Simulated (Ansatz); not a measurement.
**C$_{2}$H$_{6}$ClGa···HF: density, localisation and related maps**

The calculation's input:

```
crystal:
  periodic: [false, false, false]
  atoms:
    - { symbol: Ga, position_ang: [0.489675, -0.486295, 0.203539] }
    - { symbol: C, position_ang: [0.815977, 1.376646, -0.369585] }
    - { symbol: C, position_ang: [-0.623581, -1.87373, -0.601067] }
    - { symbol: Cl, position_ang: [1.67312, -1.060638, 1.935424] }
    - { symbol: H, position_ang: [-0.951232, 1.90833, 1.119089] }
    - { symbol: F, position_ang: [-1.612345, 1.384485, 1.462111] }
    - { symbol: H, position_ang: [-0.052707, 1.816371, -0.884399] }
    - { symbol: H, position_ang: [1.65099, 1.383376, -1.089122] }
    - { symbol: H, position_ang: [1.132193, 2.01419, 0.472293] }
    - { symbol: H, position_ang: [-0.001761, -2.72821, -0.90967] }
    - { symbol: H, position_ang: [-1.351313, -2.240688, 0.138839] }
    - { symbol: H, position_ang: [-1.169015, -1.493837, -1.477453] }
basis:
  gaussian: { orbitals: def2-SVP }
hamiltonian:
  xc: pbe0
  dispersion: d4
relax:
  f_tol: 0.03
  max_steps: 50
output:
  orbitals: {}
```

Command:

```sh
ansatz run input.yaml --threads 4 --pin off --max-ram 5120MiB --backend cpu --events-out ev --progress --plain --runs-dir out
```

The fields are those of the run's last geometry, not of the input's.

Level of theory: Ansatz 0.2.0, RKS PBE0-D4/def2-SVP.

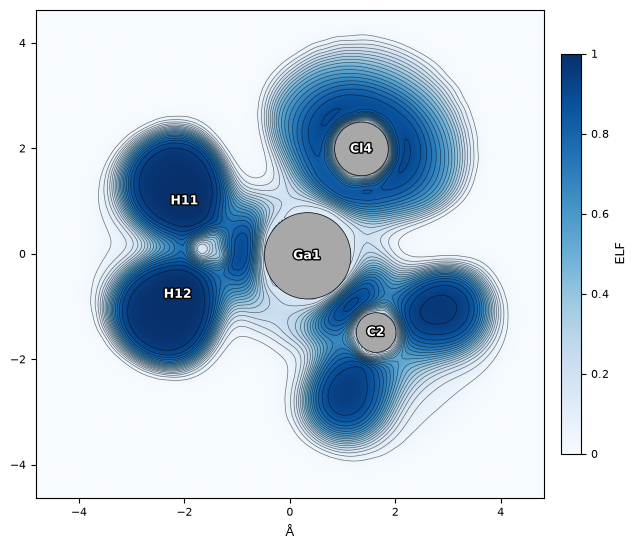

Figure 1. Electron localisation function on the plane of atoms C2, Ga1 and Cl4. Grey discs cover the atomic cores.

### Describe what can be read from this map.

- The section cuts through Ga, C, Cl and H sites.
- C–Ga (1.95 Å): the ELF peaks at about 0.90 in the valence shell of C, 0.7 Å from its nucleus, and is about 0.60 at the midpoint.
- Ga–Cl (2.27 Å): the ELF peaks at about 0.85 in the valence shell of Cl, 0.9 Å from its nucleus, and is about 0.50 at the midpoint.
- The ELF also peaks beside Cl4, away from the bonds: lone-pair regions.

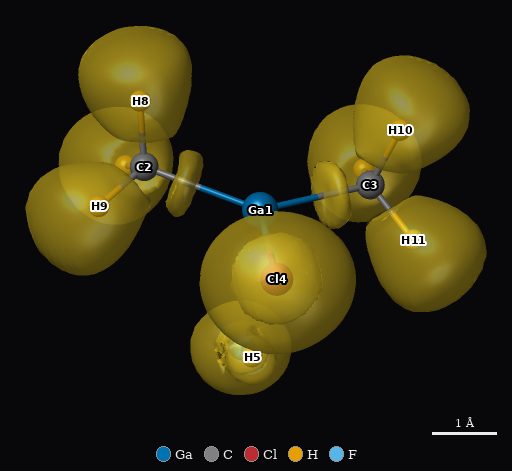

Figure 2. Isosurface of the ELF at 0.8 (yellow), seen at a tilt. Only the valence region is drawn (cores and ρ < 0.01 e/Å³ removed).

### Where are the electrons localised?

The surface consists of six regions around hydrogen nuclei, two lobes of the valence shell of C pointing towards Ga (polar bonds), one region wrapped around Cl (its valence shell) and one joined region spread over several atoms (F, H), in which their bonds and any lone pairs are merged.


Ga1···F6 (2.24 Å): the ELF is about 0.10 at the midpoint.

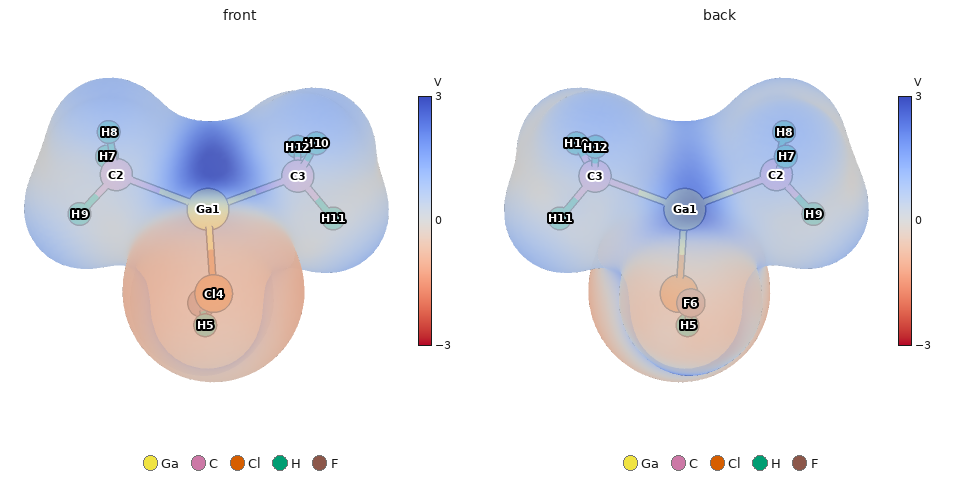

Figure 3. The molecular electrostatic potential painted on the density surface at 0.004 e/bohr³, seen from the front and from behind; red is negative and blue positive.

### Which sites attract a positive test charge, and which a negative one?

A positive charge is drawn to the negative regions and a negative charge to the positive ones. The most negative region (about −1.0 V, or −23 kcal/mol for a unit charge) lies over Cl4, the most positive (about +2.9 V, or +67 kcal/mol for a unit charge) over Ga1 and H5.
